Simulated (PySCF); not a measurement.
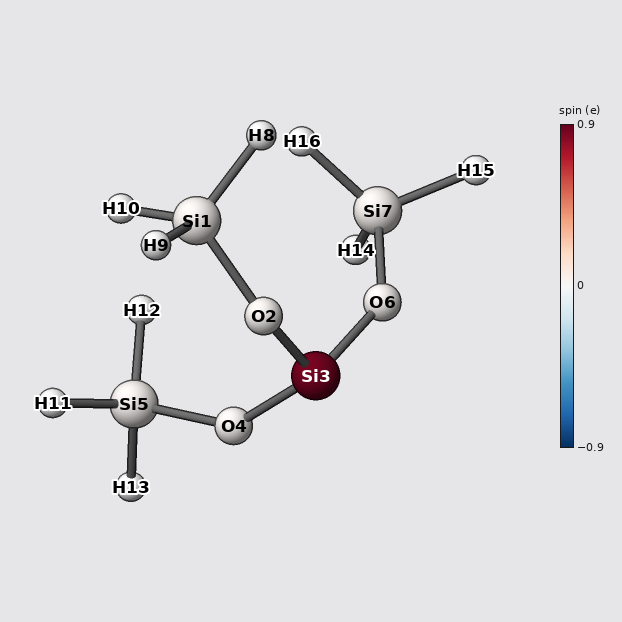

Atoms are coloured by their Mulliken spin populations. The species is neutral and a spin doublet. Computed geometry: GFN2-xTB optimisation. No frequency run is at hand to confirm it as a minimum. Properties computed with UKS B3LYP, pcH-1 on H O Si, non-relativistic (PySCF 2.14.0).

Give the Mulliken spin populations atom by atom.

```json
{"atom": "Si1", "value (e)": "0.02"}
{"atom": "O2", "value (e)": "0.02"}
{"atom": "Si3", "value (e)": "0.86"}
{"atom": "O4", "value (e)": "0.02"}
{"atom": "Si5", "value (e)": "0.02"}
{"atom": "O6", "value (e)": "0.02"}
{"atom": "Si7", "value (e)": "0.02"}
{"atom": "H8", "value (e)": "0.00"}
{"atom": "H9", "value (e)": "0.00"}
{"atom": "H10", "value (e)": "0.00"}
{"atom": "H11", "value (e)": "0.00"}
{"atom": "H12", "value (e)": "0.00"}
{"atom": "H13", "value (e)": "0.00"}
{"atom": "H14", "value (e)": "0.00"}
{"atom": "H15", "value (e)": "0.00"}
{"atom": "H16", "value (e)": "0.00"}
```

Mulliken values depend strongly on the basis set. The geometry is semi-empirical. Around Si such bond lengths and angles can be off by a tenth of an ångström or more and by several degrees, and values that hang on the shape move with them.
